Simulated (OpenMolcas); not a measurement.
**triplet CH5FOSi: levels of theory compared**

We compute a comparison of 6 runs (UHF/3-21G, UB3LYP/6-31G*, U-r2SCAN/def2-SVP, UBLYP/def2-SVP, UM06-2X/def2-SVP, UPBE/def2-SVP) of triplet CH5FOSi. 

Program for the calculation: OpenMolcas 26.06.

**1. The structure to begin with**

The species is CH5FOSi (9 atoms), meant as a triplet with charge 0. As SMILES of the parent species, `C[SiH](O)F`. Geometry: relaxed at PBE0-D4/def2-TZVP. This is one conformer, not always the lowest. That shape belongs to the parent species and isn't relaxed for this state.

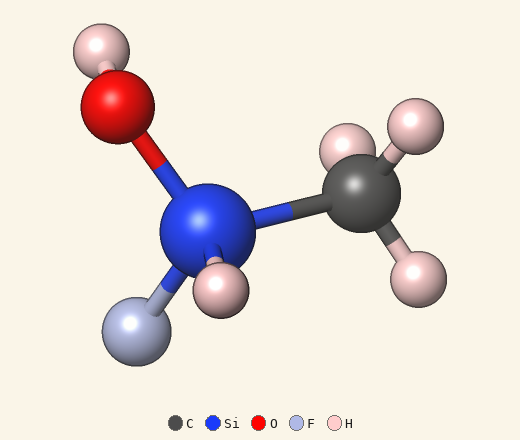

Viewed from a chosen angle; carbon dark grey, silicon blue, oxygen red, fluorine light blue, hydrogen pink.

**2. A single-point energy at UHF/3-21G (run 1)**

mol.xyz reads:

```xyz
9

C     -1.059200     0.382700     0.202100
Si     0.598700    -0.059400    -0.491700
O      1.699800    -0.426000     0.658800
F      0.386100    -1.319200    -1.457200
H     -1.759300     0.624200    -0.601500
H     -0.982100     1.251700     0.860100
H     -1.484000    -0.445000     0.776700
H      1.214000     1.018000    -1.292600
H      1.474600    -1.073100     1.328200
```

run.inp reads:

```
&GATEWAY
  BasLib=$CurrDir
  Coord=mol.xyz
  Basis=3-21G
  Group=NoSym

&SEWARD

&SCF
  UHF
  Spin=3
  Thresholds=1e-10 1e-07 1e-07 1e-05
  PrOrbitals=0
```

The basis set 3-21G is read from a file made from the Basis Set Exchange's data (not shown).

On the command line:

```sh
$ export MOLCAS_MEM=1860
$ pymolcas run.inp > run.log
```

Standard output:

```text
--- Start Module: gateway ---
[...]
--- Stop Module: gateway /rc=_RC_ALL_IS_WELL_ ---
--- Start Module: seward ---
[...]
      Basis functions           50
--- Stop Module: seward /rc=_RC_ALL_IS_WELL_ ---
[...]
--- Start Module: scf ---
[...]
       Convergence after  34 Iterations
[...]
::    Total SCF energy                               -501.1343089439
[...]
      Total spin, S                                     1.0011841177
[...]
      Total electronic charge=   42.000000
      Total            charge=   -0.000000
[...]
      Dipole Moment (debye):
      Origin of the operator (angstrom)=    0.4626   -0.3445   -0.3424
                   X= -7.3201E-01               Y=  2.2259E+00               Z=  4.0644E-01           Total=  2.3782E+00
      Quadrupole Moment (debye*angstrom):
[...]
--- Stop Module: scf /rc=_RC_ALL_IS_WELL_ ---
[...]
```

It took 5.7 s on 1 thread of AMD EPYC 7R43 (Zen 3), shared host; peak memory 0.38 GiB.

**3. The energy at UB3LYP/6-31G(d) (Cartesian functions) (run 2)**

calc.inp reads:

```
&GATEWAY
  BasLib = $CurrDir
  Coord
  9
  angstrom
  C       -1.059200       0.382700       0.202100
  Si       0.598700      -0.059400      -0.491700
  O        1.699800      -0.426000       0.658800
  F        0.386100      -1.319200      -1.457200
  H       -1.759300       0.624200      -0.601500
  H       -0.982100       1.251700       0.860100
  H       -1.484000      -0.445000       0.776700
  H        1.214000       1.018000      -1.292600
  H        1.474600      -1.073100       1.328200
  Basis = 6-31Gs
  Group = NoSym

&SEWARD
  GridInput
  Grid=UltraFine
  End of Grid

&SCF
  UHF
  Spin = 3
  KSDFT = B3LYP
  Thresholds = 1e-10 1e-07 1e-07 1e-05
  PrOrbitals = 0
```

The basis set 6-31G* is read from a file made from the Basis Set Exchange's data (not shown).

On the command line:

```sh
$ export MOLCAS_MEM=1860
$ pymolcas calc.inp > calc.log
```

Standard output:

```text
--- Start Module: gateway ---
[...]
--- Stop Module: gateway /rc=_RC_ALL_IS_WELL_ ---
--- Start Module: seward ---
[...]
      Basis functions           74
--- Stop Module: seward /rc=_RC_ALL_IS_WELL_ ---
[...]
--- Start Module: scf ---
[...]
       Convergence after  27 Iterations
[...]
::    Total KS-DFT energy                            -505.4892259297
[...]
      Total spin, S                                     1.0019211488
[...]
      Total electronic charge=   42.000000
      Total            charge=   -0.000000
[...]
      Dipole Moment (debye):
      Origin of the operator (angstrom)=    0.4626   -0.3445   -0.3424
                   X= -2.1895E+00               Y=  1.9231E+00               Z=  7.0011E-02           Total=  2.9150E+00
      Quadrupole Moment (debye*angstrom):
[...]
--- Stop Module: scf /rc=_RC_ALL_IS_WELL_ ---
[...]
```

It took 78 s on 1 thread of AMD EPYC 7R43 (Zen 3), shared host; peak memory 0.42 GiB.

Runs 3 to 5 aren't shown in full; the table further down has their settings and results.

**4. A single-point energy at UPBE/def2-SVP (run 6)**

mol.inp reads:

```
>>> EXPORT MOLCAS_PRINT=2
&GATEWAY
BASLIB=$CurrDir
COORD
9
angstrom
C       -1.059200       0.382700       0.202100
Si       0.598700      -0.059400      -0.491700
O        1.699800      -0.426000       0.658800
F        0.386100      -1.319200      -1.457200
H       -1.759300       0.624200      -0.601500
H       -0.982100       1.251700       0.860100
H       -1.484000      -0.445000       0.776700
H        1.214000       1.018000      -1.292600
H        1.474600      -1.073100       1.328200
BASIS=def2-SVP
GROUP=NoSym
&SEWARD
GRIDINPUT
Grid=UltraFine
End of Grid
&SCF
UHF
SPIN=3
KSDFT=PBE
THRESHOLDS=1e-10 1e-07 1e-07 1e-05
PRORBITALS=1 1
```

The basis set def2-SVP is read from a file made from the Basis Set Exchange's data (not shown).

On the command line:

```sh
$ export MOLCAS_MEM=1860
$ pymolcas mol.inp > mol.log
```

Standard output:

```text
--- Start Module: gateway ---
[...]
--- Stop Module: gateway /rc=_RC_ALL_IS_WELL_ ---
--- Start Module: seward ---
[...]
      Basis functions           85
--- Stop Module: seward /rc=_RC_ALL_IS_WELL_ ---
[...]
--- Start Module: scf ---
[...]
       Convergence after  27 Iterations
[...]
::    Total KS-DFT energy                            -504.8576626864
[...]
      Total spin, S                                     1.0007271384
[...]
      Total electronic charge=   42.000000
      Total            charge=   -0.000000
[...]
      Dipole Moment (debye):
      Origin of the operator (angstrom)=    0.4626   -0.3445   -0.3424
                   X= -1.9676E+00               Y=  1.9673E+00               Z= -7.7833E-01           Total=  2.8892E+00
      Quadrupole Moment (debye*angstrom):
[...]
--- Stop Module: scf /rc=_RC_ALL_IS_WELL_ ---
[...]
```

Wall time 78 s (1 thread of AMD EPYC 7R43 (Zen 3), shared host); peak memory 0.47 GiB.

**5. The series**

```csv
run,level,Cartesian functions,integration grid,energy (Eh),dipole moment (D),HOMO energy (eV),⟨S²⟩,wall time
1,UHF/3-21G,no,–,-501.134309,2.38,-3.33,2.004,5.7 s
2,UB3LYP/6-31G* (Cartesian functions),yes,UltraFine,-505.489226,2.91,-0.94,2.006,78 s
3,U-r2SCAN/def2-SVP,no,UltraFine,-505.103761,3.42,-0.56,2.006,2.1 min
4,UBLYP/def2-SVP,no,UltraFine,-505.186863,2.76,-0.23,2.003,78 s
5,UM06-2X/def2-SVP,no,UltraFine,-505.111795,2.94,-2.30,2.006,2.2 min
6,UPBE/def2-SVP,no,UltraFine,-504.857663,2.89,-0.40,2.002,78 s
```

**6. Summary of results**

| quantity | value |
| --- | --- |
| run 6: total energy | -504.85766 Eh |
| run 6: dipole moment | 2.89 D |
| run 6: HOMO energy (highest over α and β) | -0.40 eV |
| run 6: ⟨S²⟩ | 2.002 |

What this shows: The dipole moment (its size) runs from 2.38 D (UHF/3-21G) to 3.42 D (U-r2SCAN/def2-SVP). The two ends differ in method and basis. Totals of different functionals can't be ranked against each other. All runs together took 8.3 min, the longest 2.2 min.
